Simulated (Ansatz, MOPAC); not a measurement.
# A ladder of methods for C3H3F3 (3,3,3-trifluoropropene)

C3H3F3, singlet, SMILES `C=CC(F)(F)F`. Each level relaxes the structure for itself.

Each level gives the zero-point energy at each level's own minimum (kJ/mol). The values are calculated.

| level | kind | program | value (kJ/mol) |
| --- | --- | --- | --- |
| MNDO | semi-empirical | MOPAC | 162.7 |
| MNDOD | semi-empirical | MOPAC | 162.8 |
| PM3 | semi-empirical | MOPAC | 152.8 |
| PM7 | semi-empirical | MOPAC | 147.5 |
| HF/STO-3G | Hartree–Fock | Ansatz | 172.9 |
| HF/3-21G | Hartree–Fock | Ansatz | 164.6 |
| HF/6-31G* (Cartesian functions) | Hartree–Fock | Ansatz | 164.0 |
| PBE/def2-SVP | GGA | Ansatz | 146.2 |
| PBE0-D4/def2-TZVP | global hybrid | Ansatz | 151.3 |
| B3LYP/6-31G* (Cartesian functions) | global hybrid | Ansatz | 151.3 |

Harmonic and unscaled. The values span 146.2 to 172.9 kJ/mol.

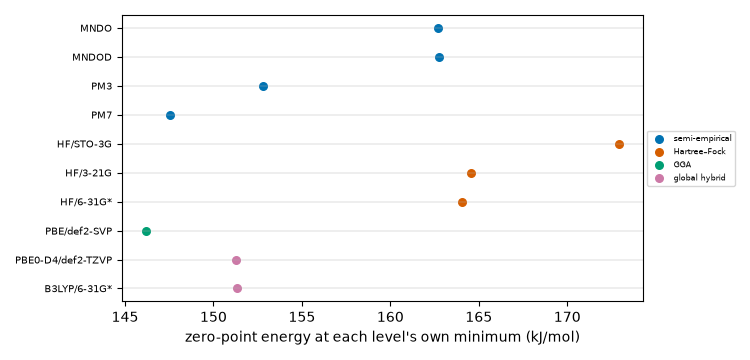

The values of the table, level by level.
